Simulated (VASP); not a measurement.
Band structure of GaCuSe2 (space group I-42d). These are PBE GGA, VASP's PBE PAW potentials (set 64) (plane waves; VASP 6.6.1) values and carry that method's errors.

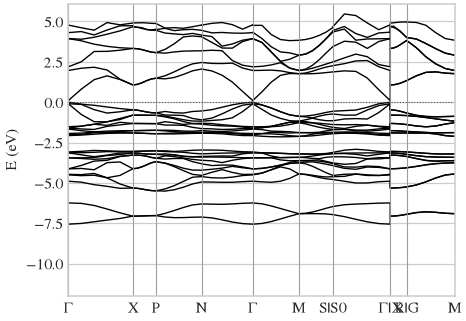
Bands along high-symmetry lines, zero at the valence-band maximum or, without a gap, the Fermi level

Problem. Read the plot: is there a gap, and where are the band edges?

Solution. The gap is direct, 0.10 eV, from the valence maximum at Γ to the conduction minimum at Γ.

The structure comes from a computed database's GaCuSe2 entry; how it stands against other phases isn't given here. The cell was not relaxed at this level. The k-mesh is coarse (spacing up to 0.52 per Å, 2π included), so the numbers may not be converged in it.
